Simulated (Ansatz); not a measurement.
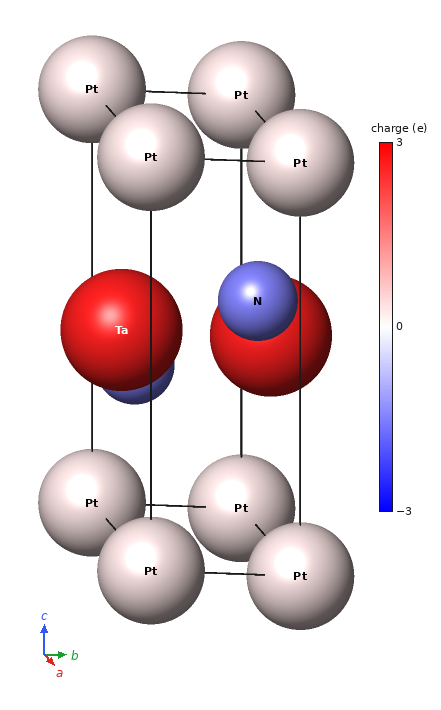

A spheres-only rendering, viewed slightly off an axis. One simulation cell is outlined, and atoms on its boundary appear in each equivalent place. The atoms of this TaPtN$_{2}$ cell are coloured by their Bader charge.

Method used: DFT, PAW plane waves, PBE, spin-orbit (Ansatz). It ran with a kinetic-energy cutoff of 420 eV, k-grid 7×7×7, Fermi-Dirac smearing of 0.1 eV, no moments seeded, so the run stays non-magnetic, spinor wavefunctions. The pressure of the cell is 20 GPa.

Question: What do the colours say about charge transfer?

Answer: Most positive: Ta; most negative: N. Charges: about Ta +2.6 e; Pt +0.3 e; N -1.4 e.

About the cell: it is a generated cell, made by putting these elements into a known structure type (the compound may or may not exist in this form), and it is unrelaxed. Ansatz was used for an electronic-structure calculation on it.

At this level of theory the cell isn't at rest (compressed, at 20 GPa and forces up to 4.9 eV/Å), so its distances can differ from those at equilibrium, the more so the softer the solid.
